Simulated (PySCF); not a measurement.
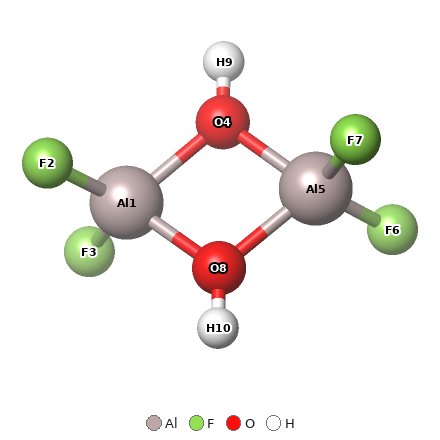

Al₂H₂O₂F₄, singlet. Vertical core-electron binding energies by ΔSCF (SCAN, pcX-2 on the ionised atom (unc-x2c-TZVPall on a metal), pcseg-1 elsewhere, spin-free X2C; PySCF, at a PBE0-D3(BJ)/def2-SVP geometry (no frequency check)), gas phase, against the vacuum level. One atom of each kind was ionised; within a panel, areas follow the number of like atoms and 2j + 1 (2p levels are split by first-order spin-orbit coupling, an approximation), each panel is scaled alone, Gaussians of 0.6 eV full width. Only the regions named are shown. Lines closer than the width merge in the curve.

**Predict the Al 2p and Al 1s photoelectron lines.**

```csv
level,atoms,binding energy (eV)
Al 2p1/2,"Al1, Al5",83.0
Al 2p3/2,"Al1, Al5",82.5
Al 1s,"Al1, Al5",1569.4
```

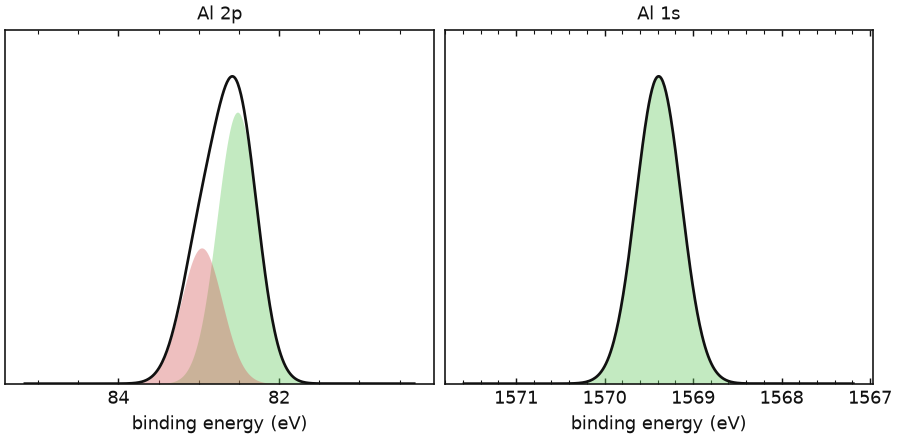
